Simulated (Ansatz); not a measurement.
# C3H9Cl3InP: small, medium and large basis sets

Aim: see how fast density functionals converge with the basis set for C3H9Cl3InP.

Method: one geometry, several basis sets; program: Ansatz 0.2.0, Gaussian basis.

Levels to be run: PBE0-D4/def2-SVP; ωB97M-V/def2-SVP; PBE0-D4/def2-QZVPP; ωB97M-V/def2-QZVPP; the functionals' def2-TZVPP values are taken from earlier runs.

## 1. The relaxed structure

The geometry comes from an earlier relaxation with PBE0-D4 in a triple-zeta def2 set; it is a stationary point, not always the lowest conformer. In takes the def2 core potential; no spin-orbit term is included.

SMILES `C[P+](C)(C)[In-]([Cl])([Cl])[Cl]`, 17 atoms, charge 0, spin multiplicity 1.

Atoms are counted from 1 here; the program's logs count them from 0.

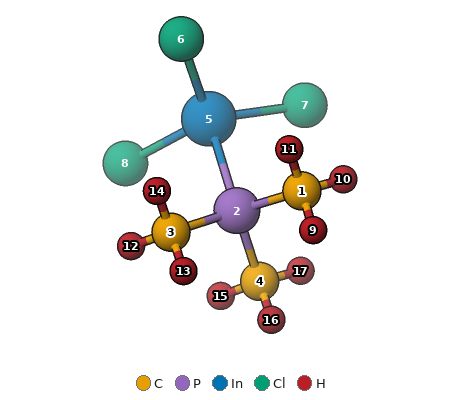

The structure; carbon amber, phosphorus purple, indium blue, chlorine teal, hydrogen red; atoms are numbered from 1 in the order of the file.

## 2. PBE0-D4 in def2-SVP

File in.yaml:

```yaml
crystal:
  periodic: [false, false, false]
  atoms:
    - {symbol: C, position_ang: [1.072196, 1.036156, -1.122450]}
    - {symbol: P, position_ang: [0.082472, -0.070512, -0.089797]}
    - {symbol: C, position_ang: [1.245522, -1.157303, 0.768575]}
    - {symbol: C, position_ang: [-0.870193, -1.116768, -1.216019]}
    - {symbol: In, position_ang: [-1.431905, 1.224928, 1.553067]}
    - {symbol: Cl, position_ang: [0.161236, 2.398779, 2.813727]}
    - {symbol: Cl, position_ang: [-2.729515, 2.498497, 0.070147]}
    - {symbol: Cl, position_ang: [-2.530308, -0.537395, 2.645283]}
    - {symbol: H, position_ang: [1.707623, 0.474700, -1.810714]}
    - {symbol: H, position_ang: [0.402220, 1.685586, -1.688628]}
    - {symbol: H, position_ang: [1.692573, 1.661683, -0.478209]}
    - {symbol: H, position_ang: [0.683495, -1.867839, 1.377232]}
    - {symbol: H, position_ang: [1.878000, -1.699203, 0.062130]}
    - {symbol: H, position_ang: [1.868953, -0.555419, 1.432146]}
    - {symbol: H, position_ang: [-1.454335, -1.828284, -0.629672]}
    - {symbol: H, position_ang: [-0.216708, -1.657314, -1.904193]}
    - {symbol: H, position_ang: [-1.561337, -0.490280, -1.782623]}
basis:
  gaussian: {orbitals: def2-SVP}
hamiltonian: {xc: pbe0, dispersion: d4}
output: {orbitals: {seedname: orbitals}}
```

Run with:

```
$ ansatz run in.yaml --threads 4 --pin off --events-out ev --progress --plain --max-ram 46080MiB --backend cpu
```

Output:

```text
Functional definition: PBE0
  name "PBE0"
  cite "Adamo & Barone, J. Chem. Phys. 110, 6158 (1999) doi:10.1063/1.478522"
  cite "Perdew, Burke & Ernzerhof, Phys. Rev. Lett. 77, 3865 (1996) doi:10.1103/PhysRevLett.77.3865"
  parent pbe
  parameter a = 0.25
  parameter kappa = 0.804
  parameter beta = 0.06672455060314922
  exchange = (1 - a)*pbe_x(kappa = kappa, mu = beta*pi^2/3) + a*exact_x
  correlation = pbe_c(beta = beta)
1886 factors; integrals over basis functions are off by at most 1.0e-3 eV
mean field evaluation 1: about -55248.1285 eV, gradient 6.1e1 eV
mean field evaluation 2: about -55246.1067 eV, gradient 6.6e1 eV
mean field evaluation 4: about -55257.0779 eV, gradient 1.7e0 eV
mean field evaluation 8: about -55257.3568 eV, gradient 1.9e-1 eV
mean field evaluation 16: about -55257.3569 eV, gradient 6.6e-5 eV
mean field -55257.35689270 eV, -2030.6704110250 hartree, gradient 1.9e-5 eV, S^2 0.000000; 0 other end points of the search recorded, 0 dependent functions left out
reference -55257.35693563 eV, -2030.6704126025 hartree; 57, 57 occupied and 128, 128 virtual orbitals, 1886 factors
Total energy: -55257.89381422 eV, -2030.6901425271 hartree
```

It took 4.9 s on 4 threads of AMD EPYC 7R13, shared host; peak memory 0.75 GiB.

## 3. ωB97M-V in def2-SVP

Edit in.yaml of step 2 so:

```diff
@@ -22,3 +22,3 @@
   gaussian: {orbitals: def2-SVP}
-hamiltonian: {xc: pbe0, dispersion: d4}
+hamiltonian: {xc: {name: wB97M-V}}
 output: {orbitals: {seedname: orbitals}}
```

Launched as before.

Output (excerpt; [...] marks lines left out):

```text
Functional definition: wB97M-V
  name "wB97M-V"
  cite "Mardirossian & Head-Gordon, J. Chem. Phys. 144, 214110 (2016) doi:10.1063/1.4952647"
  cite "Becke, J. Chem. Phys. 107, 8554 (1997) doi:10.1063/1.475007"
  cite "Vydrov & Van Voorhis, J. Chem. Phys. 133, 244103 (2010) doi:10.1063/1.3521275"
  # Of w^i u^j: cxij and so on, Table III.
[...]
  gx(w, u) = 1 - cx + cx01*u + cx10*w
  gss(w, u) = css00 + css04*u^4 + css10*w + css20*w^2 + css43*w^4*u^3
  gos(w, u) = cos00 + cos10*w + (cos20 + cos21*u)*w^2 + (cos60 + cos61*u)*w^6
[...]
      + integral(e_c_pw_mod_opposite_spin*gos(b97_w_opposite, b97_u_opposite)) + vv10(b, c)
1886 factors; integrals over basis functions are off by at most 1.0e-3 eV
509 factors; integrals over basis functions are off by at most 4.9e-6 eV
[...]
mean field -55271.36447101 eV, -2031.1851800331 hartree, gradient 2.4e-5 eV, S^2 0.000000; 0 other end points of the search recorded, 0 dependent functions left out
reference -55271.36453735 eV, -2031.1851824711 hartree; 57, 57 occupied and 128, 128 virtual orbitals, 1886 factors
Total energy: -55271.36453735 eV, -2031.1851824711 hartree
```

Wall time 14 s (4 threads of AMD EPYC 7R13, shared host); peak memory 1.1 GiB.

## 4. PBE0-D4 in def2-QZVPP

Edit in.yaml of step 3 so:

```diff
@@ -21,4 +21,4 @@
 basis:
-  gaussian: {orbitals: def2-SVP}
-hamiltonian: {xc: {name: wB97M-V}}
+  gaussian: {orbitals: "def2-QZVPP.json"}
+hamiltonian: {xc: pbe0, dispersion: d4}
 output: {orbitals: {seedname: orbitals}}
```

Run with:

```
$ ansatz run in.yaml --threads 4 --pin off --events-out ev --progress --plain --max-ram 46080MiB --backend cuda --devices 0, --max-vram 37GiB
```

Output:

```text
Functional definition: PBE0
  name "PBE0"
  cite "Adamo & Barone, J. Chem. Phys. 110, 6158 (1999) doi:10.1063/1.478522"
  cite "Perdew, Burke & Ernzerhof, Phys. Rev. Lett. 77, 3865 (1996) doi:10.1103/PhysRevLett.77.3865"
  parent pbe
  parameter a = 0.25
  parameter kappa = 0.804
  parameter beta = 0.06672455060314922
  exchange = (1 - a)*pbe_x(kappa = kappa, mu = beta*pi^2/3) + a*exact_x
  correlation = pbe_c(beta = beta)
3059 factors; their error is unknown
mean field evaluation 1: about -55266.3054 eV, gradient 7.6e1 eV
mean field evaluation 2: about -55263.4557 eV, gradient 8.1e1 eV
mean field evaluation 4: about -55278.8886 eV, gradient 3.5e0 eV
mean field evaluation 8: about -55278.9153 eV, gradient 4.5e-2 eV
mean field evaluation 16: about -55279.0123 eV, gradient 1.5e-4 eV
mean field -55279.01225769 eV, -2031.4662310099 hartree, gradient 2.3e-5 eV, S^2 0.000000; 0 other end points of the search recorded, 0 dependent functions left out
reference -55279.01231046 eV, -2031.4662329491 hartree; 57, 57 occupied and 746, 746 virtual orbitals, 3059 factors
Total energy: -55279.54918906 eV, -2031.4859628737 hartree
```

Wall time 3.8 s (1 × H100 (card shared with other runs) with 4 threads of AMD EPYC 7R13, shared host); peak host memory 1.4 GiB.

## 5. ωB97M-V in def2-QZVPP

Edit in.yaml of step 4 so:

```diff
@@ -22,3 +22,3 @@
   gaussian: {orbitals: "def2-QZVPP.json"}
-hamiltonian: {xc: pbe0, dispersion: d4}
+hamiltonian: {xc: {name: wB97M-V}}
 output: {orbitals: {seedname: orbitals}}
```

Launched as before.

Output (excerpt; [...] marks lines left out):

```text
Functional definition: wB97M-V
  name "wB97M-V"
  cite "Mardirossian & Head-Gordon, J. Chem. Phys. 144, 214110 (2016) doi:10.1063/1.4952647"
  cite "Becke, J. Chem. Phys. 107, 8554 (1997) doi:10.1063/1.475007"
  cite "Vydrov & Van Voorhis, J. Chem. Phys. 133, 244103 (2010) doi:10.1063/1.3521275"
  # Of w^i u^j: cxij and so on, Table III.
[...]
  gx(w, u) = 1 - cx + cx01*u + cx10*w
  gss(w, u) = css00 + css04*u^4 + css10*w + css20*w^2 + css43*w^4*u^3
  gos(w, u) = cos00 + cos10*w + (cos20 + cos21*u)*w^2 + (cos60 + cos61*u)*w^6
[...]
      + integral(e_c_pw_mod_opposite_spin*gos(b97_w_opposite, b97_u_opposite)) + vv10(b, c)
2939 factors; their error is unknown
626 factors; integrals over basis functions are off by at most 2.1e-5 eV
[...]
mean field -55293.09314565 eV, -2031.9836940980 hartree, gradient 2.2e-5 eV, S^2 0.000000; 0 other end points of the search recorded, 0 dependent functions left out
reference -55293.09323038 eV, -2031.9836972116 hartree; 57, 57 occupied and 746, 746 virtual orbitals, 2939 factors
Total energy: -55293.09323038 eV, -2031.9836972116 hartree
```

Run time: 7 s. Hardware: 1 × H100 (card shared with other runs) with 4 threads of AMD EPYC 7R13, shared host; peak host memory 1.6 GiB.

## 6. Density functionals: the series

The def2-TZVPP values come from earlier runs at the same geometry.

```csv
functional,basis,functions,energy (eV),from the largest (eV),HOMO (eV),LUMO (eV)
PBE0-D4,def2-SVP,185,-55257.8938,21.655,-7.89,-0.95
PBE0-D4,def2-TZVPP,437,-55277.9275,1.622,-8.01,-1.17
PBE0-D4,def2-QZVPP,803,-55279.5492,0.000,-8.02,-1.25
ωB97M-V,def2-SVP,185,-55271.3645,21.729,-9.96,1.09
ωB97M-V,def2-TZVPP,437,-55291.5346,1.559,-10.10,0.73
ωB97M-V,def2-QZVPP,803,-55293.0932,0.000,-10.13,0.54
```

## 7. What came out

| quantity | value |
| --- | --- |
| PBE0-D4: double and triple zeta above quadruple | 21.66, 1.62 eV |
| ωB97M-V: double and triple zeta above quadruple | 21.73, 1.56 eV |

What this shows: PBE0-D4 gains 20.03 eV from double to triple zeta, then 1.62 eV more. These are total energies; as a rule much of such shifts cancels in differences, which this series doesn't test. The LUMO of ωB97M-V is positive and keeps falling with the basis (1.09 to 0.54 eV): an unbound level that the basis holds in place.
